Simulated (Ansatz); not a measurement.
# How methods differ on GeSiH3ClO (SMILES [SiH3][O][Ge][Cl])

GeSiH3ClO: 7 atoms, total charge 0, spin state singlet. As SMILES, `[SiH3][O][Ge][Cl]`. The shape is that of a PBE0-D4/def2-TZVP optimisation. This is one conformer, not always the lowest.

Each level gives the electronic atomisation energy (eV). The values are calculated. Electronic energies at fixed atoms, without zero-point motion or spin-orbit coupling.

| level | kind | program | value (eV) | CPU time (all runs) |
| --- | --- | --- | --- | --- |
| HF/cc-pVDZ | Hartree–Fock | Ansatz | 15.93 | 5.9 s |
| SVWN5/cc-pVDZ | LDA | Ansatz | 25.98 | 9.9 s |
| BLYP/cc-pVDZ | GGA | Ansatz | 22.35 | 16 s |
| r2SCAN/cc-pVDZ | meta-GGA | Ansatz | 22.73 | 39 s |
| BHLYP/cc-pVDZ | global hybrid | Ansatz | 21.60 | 18 s |
| wB97M-V/cc-pVDZ | range-separated hybrid | Ansatz | 22.92 | 2.1 min |
| PBE-QIDH/cc-pVDZ | double hybrid | Ansatz | 21.83 | 19 s |
| MP2/cc-pVDZ | perturbation theory | Ansatz | 21.32 | 7.2 s |
| CCSD/cc-pVDZ | coupled cluster or CI | Ansatz | 20.65 | 25 s |

All-electron rows without a relativistic Hamiltonian named are non-relativistic. Correlated wave functions underbind in double-zeta sets. The values span 15.93 to 25.98 eV. In the correlated wave-function rows the outer d shell of Ge is correlated, in sets not made for it. Times are those of the runs behind each value, whatever else they computed, on shared processors of several kinds: orders of magnitude only.

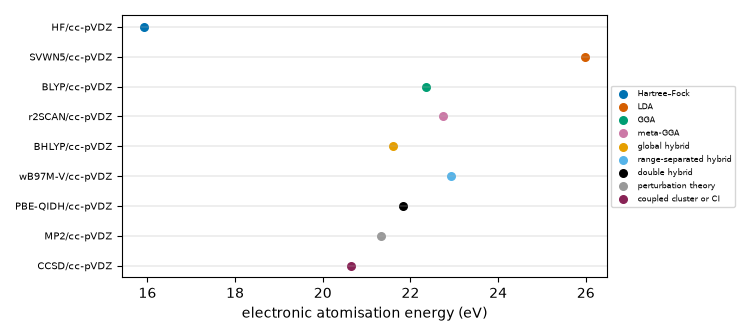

The values of the table, level by level.
